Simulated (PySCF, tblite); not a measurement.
# C6H10N radical: geometry, infrared bands and EPR parameters

Aim: predict the infrared bands and EPR parameters of C6H10N radical (`C[C@H](N)[CH]C1C=C1`).

Computed with tblite 0.8.0 and PySCF 2.14.0, with density-fitted response routines of our own, on a single molecule in the gas phase. Atoms are numbered from 0 throughout.

## 1. Starting geometry

17 atoms, charge 0, multiplicity 2; geometry from: force field or distance geometry start.

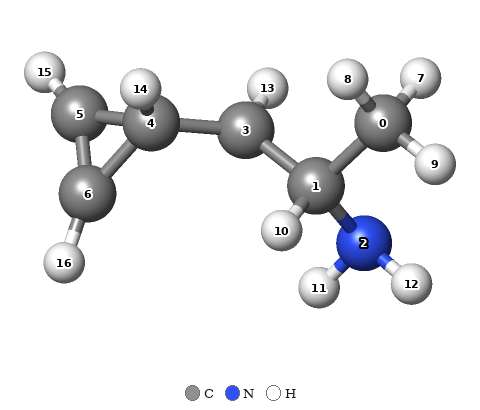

The starting geometry (carbon grey, nitrogen blue, hydrogen white), atoms numbered; sticks join atoms by distance.

## 2. Optimising the geometry with GFN2-xTB

Job settings and geometry (Å):

```
{"job": {"kind": "relax", "xc": "GFN2-xTB", "basis": "xTB"}, "charge": 0, "multiplicity": 2}
C     -1.959000    -0.877400     0.290000
C     -0.923800     0.232700     0.171800
N     -1.464000     1.360700    -0.541700
C      0.288600    -0.250300    -0.555600
C      1.519900    -0.548700     0.169000
C      2.749700    -0.306000    -0.526300
C      2.421500     0.541300     0.405100
H     -2.287500    -1.222200    -0.690700
H     -1.565300    -1.740300     0.839200
H     -2.857600    -0.521800     0.834900
H     -0.648500     0.555000     1.189400
H     -0.786900     2.111400    -0.550300
H     -2.284800     1.728100    -0.030200
H      0.204500    -0.500800    -1.605100
H      1.506400    -1.350900     0.878500
H      3.437700    -0.614500    -1.259600
H      2.642200     1.415700     0.971700
```

Run with:

```bash
OMP_NUM_THREADS=1 python probes_run.py task.json out
```

The driver reads the jobs from task.json and runs them one after another.

Standard output:

```text
step      E/eV     max force
  0    -562.19856    3.480
  1    -562.36452    2.520
  2    -562.41655    2.081
  3    -562.46109    0.412
  4    -562.47786    0.319
  5    -562.49556    0.336
  6    -562.50280    0.241
  7    -562.51003    0.143
  8    -562.51442    0.190
  9    -562.51936    0.196
 10    -562.52475    0.202
 11    -562.53041    0.156
 12    -562.53480    0.151
 13    -562.53847    0.147
 14    -562.54240    0.174
 15    -562.54714    0.185
 16    -562.55271    0.170
 17    -562.55834    0.158
 18    -562.56310    0.146
 19    -562.56679    0.115
 20    -562.57020    0.151
 21    -562.57351    0.146
 22    -562.57650    0.121
 23    -562.57947    0.131
 24    -562.58310    0.183
 25    -562.58774    0.226
 26    -562.59246    0.188
 27    -562.59605    0.149
 28    -562.59857    0.169
 29    -562.60074    0.181
 30    -562.60437    0.192
 31    -562.61137    0.191
 32    -562.61592    0.198
 33    -562.61962    0.193
 34    -562.62412    0.208
 35    -562.63077    0.198
 36    -562.63996    0.224
 37    -562.64989    0.212
 38    -562.65806    0.249
 39    -562.66278    0.352
 40    -562.67368    0.243
 41    -562.68225    0.178
 42    -562.69302    0.248
 43    -562.69910    0.238
 44    -562.70841    0.198
 45    -562.71627    0.195
 46    -562.72447    0.197
 47    -562.73029    0.286
 48    -562.73622    0.246
 49    -562.74251    0.159
 50    -562.74966    0.173
 51    -562.75327    0.212
 52    -562.75975    0.186
 53    -562.76516    0.175
 54    -562.76716    0.123
 55    -562.76970    0.181
 56    -562.77344    0.242
 57    -562.77676    0.218
 58    -562.77886    0.134
 59    -562.78164    0.142
 60    -562.78361    0.114
 61    -562.78502    0.158
 62    -562.78579    0.106
 63    -562.78673    0.107
 64    -562.78757    0.072
 65    -562.78843    0.074
 66    -562.78889    0.080
 67    -562.78929    0.059
 68    -562.78956    0.036
 69    -562.78972    0.025
 70    -562.78982    0.026
 71    -562.78990    0.027
 72    -562.79000    0.024
 73    -562.79014    0.028
 74    -562.79033    0.034
 75    -562.79051    0.029
 76    -562.79066    0.030
 77    -562.79079    0.023
 78    -562.79094    0.026
 79    -562.79111    0.027
 80    -562.79125    0.027
 81    -562.79135    0.024
 82    -562.79143    0.019
 83    -562.79149    0.017
 84    -562.79153    0.014
 85    -562.79155    0.012
 86    -562.79157    0.012
 87    -562.79160    0.014
 88    -562.79165    0.017
 89    -562.79170    0.017
 90    -562.79173    0.014
 91    -562.79176    0.011
 92    -562.79177    0.009
```

Run time: 0.41 s. Hardware: 1 thread of Arm Neoverse V2, shared host.

The steps of the relaxation: (not every step is listed)

```
step  energy from step 0 (eV)  largest force (eV/Å)
   0                   0.0000                3.4805
   1                  -0.1660                2.5197
   2                  -0.2180                2.0808
   3                  -0.2625                0.4117
   4                  -0.2793                0.3192
   5                  -0.2970                0.3357
   6                  -0.3042                0.2411
   7                  -0.3115                0.1428
   8                  -0.3159                0.1899
  15                  -0.3486                0.1853
  22                  -0.3779                0.1208
  29                  -0.4022                0.1810
  36                  -0.4414                0.2238
  43                  -0.5005                0.2383
  50                  -0.5511                0.1732
  57                  -0.5782                0.2185
  64                  -0.5890                0.0715
  71                  -0.5913                0.0274
  78                  -0.5924                0.0256
  85                  -0.5930                0.0122
  87                  -0.5930                0.0145
  88                  -0.5931                0.0171
  89                  -0.5931                0.0173
  90                  -0.5932                0.0140
  91                  -0.5932                0.0108
  92                  -0.5932                0.0095
```

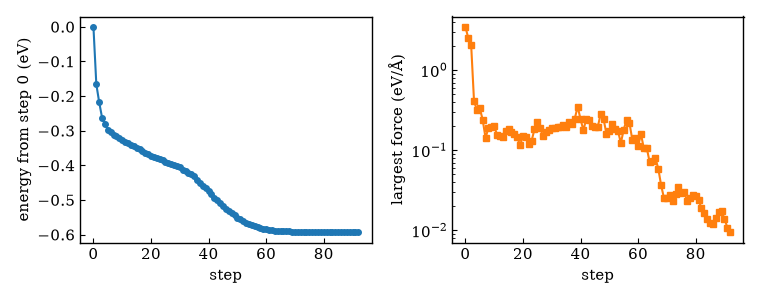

Energy and largest force along the relaxation.

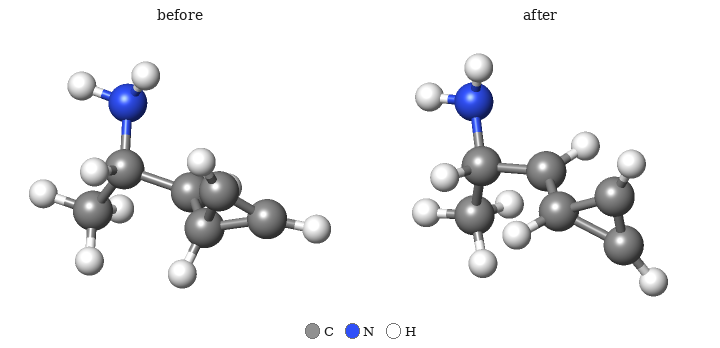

Before and after, at one scale.

Distances of close pairs at the start and the end, largest changes first:

```
  bond  before (Å)  after (Å)  change (Å)
 C4–C5       1.433      1.528      +0.094
 C4–C6       1.434      1.525      +0.091
 C3–C4       1.460      1.436      -0.023
 C0–H9       1.109      1.088      -0.021
 C1–N2       1.440      1.460      +0.020
N2–H12       1.035      1.014      -0.020
 C0–C1       1.522      1.541      +0.018
C4–H14       1.071      1.088      +0.017
```

The end geometry stands in the next job.

## 3. Harmonic vibrations with GFN2-xTB

Job settings and geometry (Å):

```
{"job": {"kind": "ir", "xc": "GFN2-xTB", "basis": "xTB"}, "charge": 0, "multiplicity": 2}
C     -1.759745    -1.028879     0.020350
C     -1.031492     0.304464     0.275803
N     -1.823108     1.370073    -0.332667
C      0.323158     0.289392    -0.333411
C      1.495227    -0.124712     0.386515
C      2.625463    -0.861098    -0.330499
C      2.876949     0.371709    -0.025805
H     -1.902442    -1.157200    -1.048386
H     -1.170554    -1.855803     0.406862
H     -2.732526    -1.029434     0.507669
H     -0.926547     0.423106     1.373761
H     -1.371133     2.267254    -0.195294
H     -2.745253     1.411981     0.087825
H      0.400585     0.531273    -1.379329
H      1.334171    -0.352086     1.438644
H      2.892159    -1.773743    -0.804615
H      3.508090     1.225732    -0.057332
```

Standard output:

```text
mode    cm-1     km/mol
  1      34.3      0.32
  2      66.5      1.75
  3     177.1      1.21
  4     210.1      9.15
  5     254.4     39.41
  6     293.1      0.83
  7     330.5      3.05
  8     375.8      2.37
  9     434.8      1.05
 10     476.6      7.46
 11     561.1     19.06
 12     643.6      1.54
 13     698.4     76.02
 14     718.0      0.02
 15     887.1     23.35
 16     891.2     11.87
 17     904.4     98.69
 18     909.1      6.57
 19     971.8     10.75
 20     995.6      9.63
 21    1026.1      5.51
 22    1098.9     11.91
 23    1106.4     40.03
 24    1134.2     25.89
 25    1169.8     15.75
 26    1211.3      1.42
 27    1236.4     22.59
 28    1300.1     17.54
 29    1334.3     14.65
 30    1380.3      0.41
 31    1399.6      9.46
 32    1484.7      0.95
 33    1491.4      2.24
 34    1557.8     24.63
 35    1764.7     51.04
 36    2740.5    123.81
 37    2969.1     70.75
 38    3018.2     49.99
 39    3044.4     27.89
 40    3056.2     23.12
 41    3118.9     40.26
 42    3205.0      8.87
 43    3225.3      8.60
 44    3388.0     18.55
 45    3421.5     11.98
```

It took 0.38 s on 1 thread of Arm Neoverse V2, shared host.

The strongest bands and the atoms that carry them (share of the mass-weighted mode):

```
cm⁻¹  km/mol                        atoms
 698    76.0           H15 40 %, H16 37 %
 904    98.7  H11 28 %, H12 22 %, N2 18 %
1106    40.0    C4 24 %, C3 15 %, C1 15 %
1765    51.0             C6 44 %, C5 44 %
2740   123.8                     H10 94 %
2969    70.8                     H14 93 %
3018    50.0                      H9 93 %
3119    40.3                     H13 93 %
```

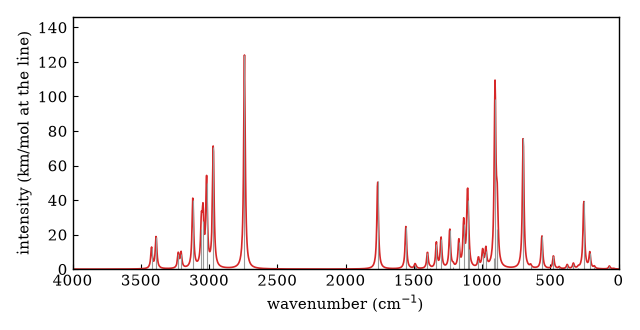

The infrared spectrum from these modes, unscaled. Lines are broadened to a width of 14 cm⁻¹ (Lorentzian).

## 4. g tensor and hyperfine couplings: B3LYP/pcH-1

Settings changed since step 3:

```diff
@@ -1,2 +1,2 @@
-{"job": {"kind": "ir", "xc": "GFN2-xTB", "basis": "xTB"}, "charge": 0, "multiplicity": 2}
+{"job": {"kind": "epr", "basis": "pcH-1"}, "charge": 0, "multiplicity": 2}
 C     -1.759745    -1.028879     0.020350
```

With the program's defaults for keys left out, this is: UKS B3LYP, pcH-1 on C H N, non-relativistic, mean-field spin-orbit, GIAO.

Standard output:

```text
UKS, coarse grid
  cycle   1  E = -289.20784402  |g| = 3.72e-01
  cycle   2  E = -289.18077904  |g| = 4.55e-01
  cycle   3  E = -289.27895269  |g| = 4.65e-02
  cycle   4  E = -289.27966694  |g| = 2.76e-02
  cycle   5  E = -289.28004595  |g| = 5.52e-03
  cycle   6  E = -289.28006529  |g| = 3.02e-03
  cycle   7  E = -289.28007069  |g| = 1.72e-03
  cycle   8  E = -289.28007269  |g| = 7.65e-04
UKS, final grid
  cycle   1  E = -289.28005126  |g| = 1.41e-03
  cycle   2  E = -289.28004827  |g| = 2.83e-03
  cycle   3  E = -289.28005223  |g| = 1.71e-04
  cycle   4  E = -289.28005224  |g| = 2.05e-05
  cycle   5  E = -289.28005224  |g| = 1.62e-05
E = -289.28005224 Eh   <S^2> = 0.7556 (exact 0.7500)
g shifts (ppm)      1          2          3
  rmc          -154       -154       -154
  gc              6         43         42
  oz_so        -286        474        598
  total        -433        364        486
hyperfine (MHz)  atom isotope    a_iso     a_fc   dipolar eigenvalues
    0   13C      71.42      71.42     -4.68     -4.48      9.16
    1   13C     -29.58     -29.58     -1.47     -0.46      1.92
    2   14N      12.45      12.45     -0.90     -0.65      1.55
    3   13C      79.86      79.86    -72.27    -71.63    143.90
    4   13C     -39.65     -39.65     -3.68     -0.95      4.63
    5   13C      77.61      77.61     -9.81     -8.20     18.01
    6   13C      74.81      74.81     -9.08     -8.71     17.79
    7    1H      -3.05      -3.05     -4.70     -1.99      6.69
    8    1H      -0.74      -0.74     -4.99     -1.94      6.92
    9    1H      20.57      20.57     -3.02     -1.47      4.49
   10    1H      29.02      29.02     -4.99     -3.64      8.62
   11    1H      -1.77      -1.77     -4.84     -2.41      7.25
   12    1H       6.44       6.44     -2.11     -1.55      3.67
   13    1H     -55.91     -55.91    -34.13      0.16     33.97
   14    1H       0.46       0.46     -4.00     -1.81      5.82
   15    1H      22.29      22.29     -4.37     -1.74      6.10
   16    1H      21.86      21.86     -4.32     -1.90      6.21
```

Run time: 64 s. Hardware: 1 thread of Arm Neoverse V2, shared host; peak memory 0.96 GiB.

Principal g values 2.00189, 2.00268, 2.00280; g(iso) = 2.00246, against 2.00232 for a free electron.

Hyperfine couplings; where a row names several nuclei, a(iso) is their mean (it holds for fast rotation or exchange) and the dipolar term the largest among them:

```
    nuclei  isotope  a(iso) (MHz)  a(iso) (G, at g = 2.0023)  largest dipolar term (MHz)
        C3      13C          79.9                       28.5                       143.9
        C5      13C          77.6                       27.7                        18.0
        C6      13C          74.8                       26.7                        17.8
        C0      13C          71.4                       25.5                         9.2
       H13       1H         -55.9                      -19.9                       -34.1
        C4      13C         -39.6                      -14.1                         4.6
        C1      13C         -29.6                      -10.6                         1.9
       H10       1H          29.0                       10.4                         8.6
       H15       1H          22.3                        8.0                         6.1
       H16       1H          21.9                        7.8                         6.2
        N2      14N          12.4                        4.4                         1.6
H7, H8, H9       1H           5.6                        2.0                         6.9
  H11, H12       1H           2.3                        0.8                         7.2
       H14       1H           0.5                        0.2                         5.8
```

Mulliken spin populations:

C0 0.04; C1 -0.07; N2 0.01; C3 0.94; C4 -0.10; C5 0.08; C6 0.09; H7 0.00; H8 0.00; H9 0.01; H10 0.01; H11 0.00; H12 0.00; H13 -0.04; H14 0.00; H15 0.01; H16 0.01

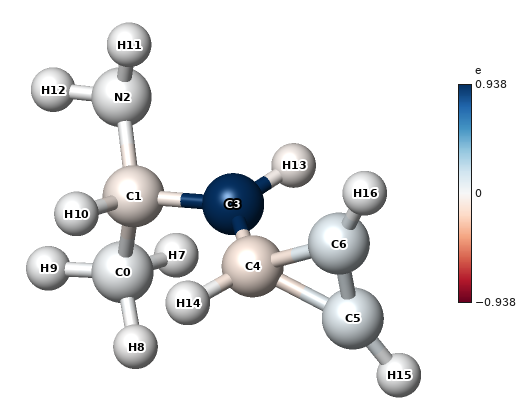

Mulliken spin populations, as colours on the atoms.

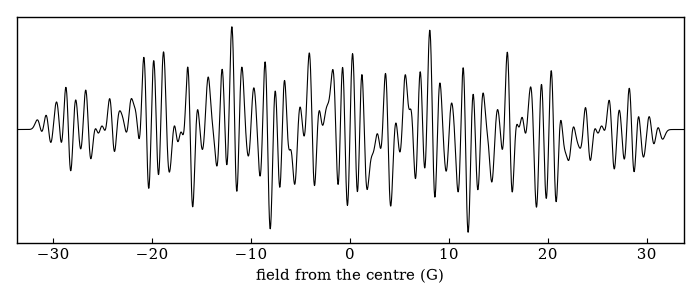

First-order isotropic spectrum (first derivative, main isotopes with spin only, couplings over 0.8 MHz, Gaussian width 0.3 G; couplings of the frozen geometry, rotation of groups not averaged beyond the rows shown).

Orbitals, density, ELF and potential are computed afterwards from the orbital file.

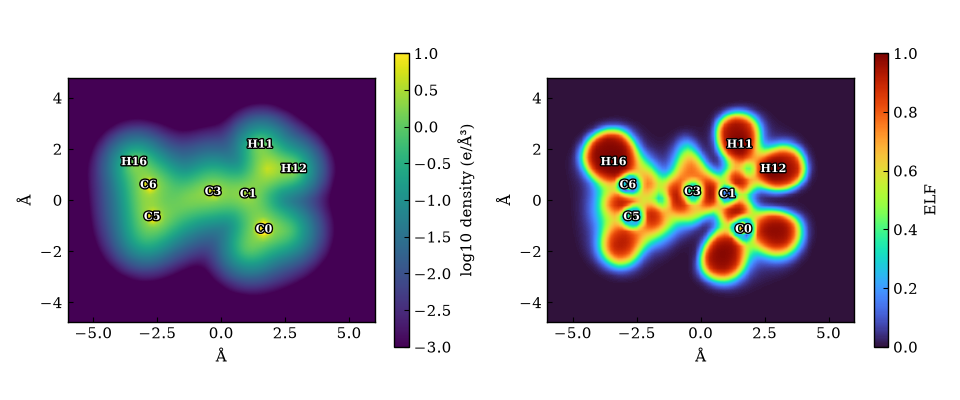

Density (left) and ELF (right) in a plane through or near 8 of the atoms.

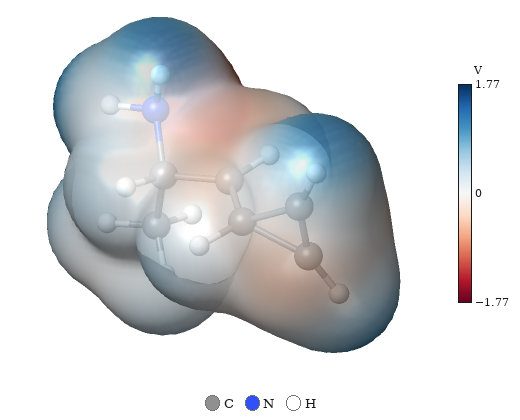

The potential that a unit positive charge feels on the 0.002 e/bohr³ surface, from -1.77 V near N2 to 1.19 V near H12.

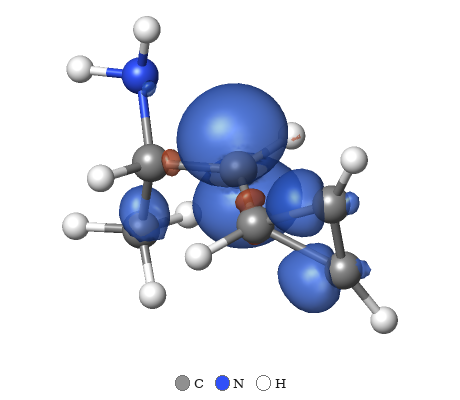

Spin density at ±0.04 e/Å³ (alpha excess blue, beta excess red).

## 5. Results

| quantity | value |
| --- | --- |
| strongest single infrared mode (GFN2-xTB) | 2740 cm⁻¹, 124 km/mol |
| zero-point energy (GFN2-xTB) | 88.2 kcal/mol |
| g(iso) (B3LYP) | 2.00246 |
| ⟨S²⟩ | 0.756 (exact 0.75) |
| largest a(iso) (averaged by class) | 13C on C3, 79.9 MHz |
| surface potential, least and greatest | -1.77 V and 1.19 V |

Relaxing lowered the energy by 0.593 eV in 92 steps; the close pair that moved most is C4–C5, from 1.433 to 1.528 Å. All 45 modes are real, so the xTB geometry is a minimum. The strongest single mode, at 2740 cm⁻¹, moves mainly H10. Unscaled tight-binding wavenumbers are off by several per cent, some by more. Its intensities can rank the bands wrongly. Most of the unpaired spin sits on C3 (0.94 e). The isotropic g lies 0.1 ppt above the free-electron value.
